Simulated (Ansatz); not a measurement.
# C2H6F2Zr (SMILES [CH3][Zr]([CH3])([F])[F]): what the fields show

```csv
atom,x (Å),y (Å),z (Å)
C,-1.6479,0.6963,0.2654
Zr,0.2620,0.3748,-0.7981
C,1.4141,-1.0359,0.4524
F,-0.1041,-0.4369,-2.4795
F,1.2037,2.0255,-0.8888
H,-1.5124,1.3313,1.1485
H,-2.4071,1.1659,-0.3698
H,-2.0510,-0.2663,0.6052
H,1.2354,-0.8153,1.5129
H,2.4937,-0.9649,0.2788
H,1.1135,-2.0744,0.2729
```

Geometry: PBE0-D4/def2-TZVP; core potentials replace the inner electrons of Zr.

All numbers below come from RKS PBE0-D4/def2-TZVPP in Ansatz.

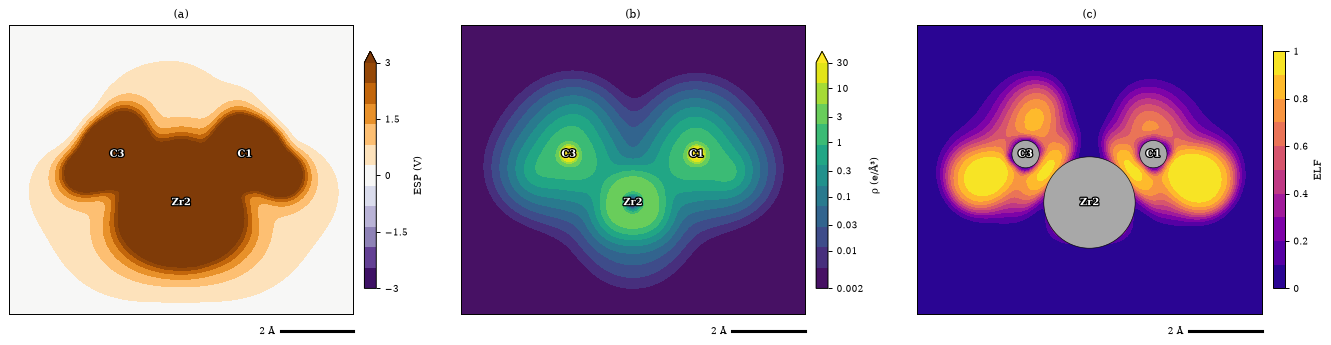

Figure 1. (a) electrostatic potential; (b) electron density; (c) electron localisation function on the plane of atoms C1, Zr2 and C3. Grey discs cover the atomic cores in the ELF map.

Question: Describe what can be read from this map.

Answer: Atoms in the plane: C and Zr. C–Zr (2.21 Å): ρ at the midpoint is about 0.73 e/Å³; the ELF peaks at about 0.95 in the valence shell of C, 0.7 Å from its nucleus, and is about 0.50 at the midpoint. The potential has no marked negative region in this plane.

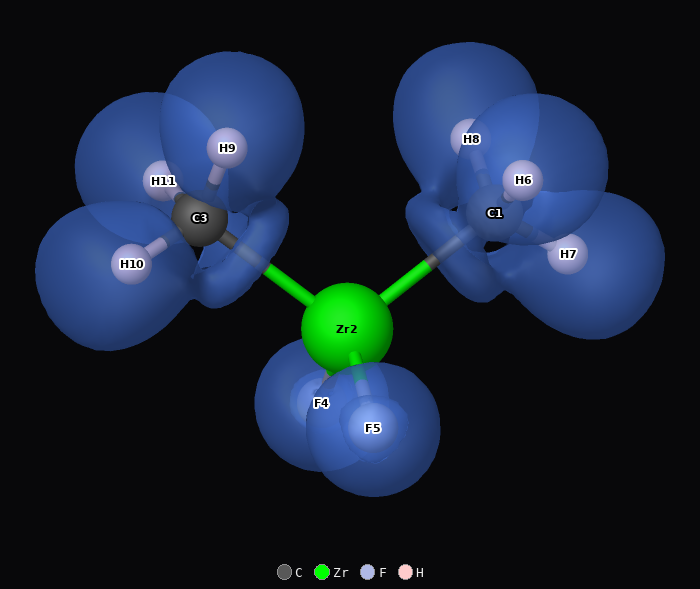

Figure 2. Isosurface of the electron localisation function at 0.75 (blue), seen at an oblique angle. Core shells and regions of very low density are left out.

Question: Describe the localisation domains.

Answer: The surface consists of two regions wrapped around F (the valence shell of each) and two joined regions spread over several atoms (C, H), in which their bonds and any lone pairs are merged. Along the contacts the grid gives the following. Zr–F (1.90 Å): the ELF is about 0.25 at the midpoint.

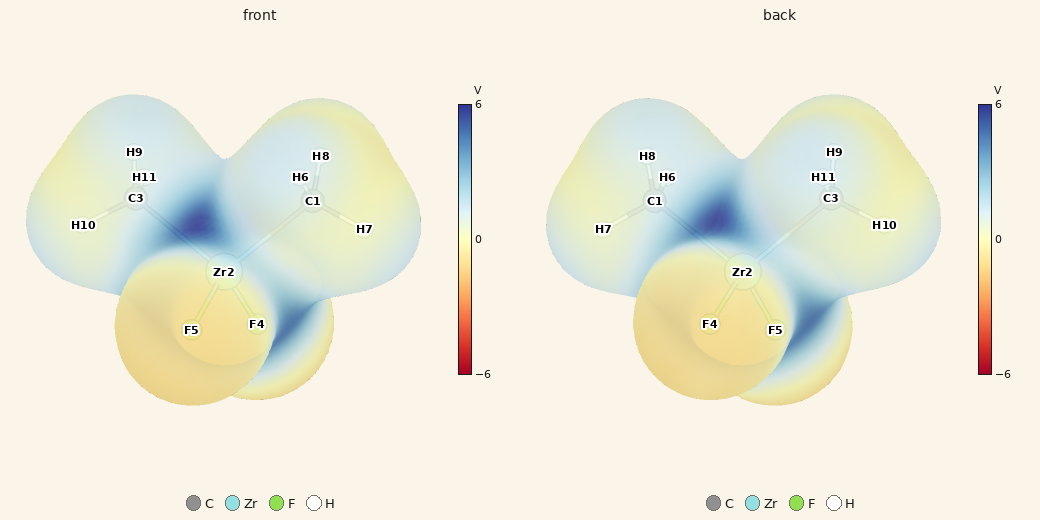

Figure 3. The electrostatic potential painted on the density surface at 0.004 e/bohr³, seen from the front and from behind; the colour scale runs from red (negative) to blue (positive).

Question: Where is the surface potential most negative and most positive?

Answer: The most negative region (about −1.2 V, or −28 kcal/mol for a unit charge) lies over F4 and F5, the most positive (about +5.5 V, or +127 kcal/mol for a unit charge) over Zr2.
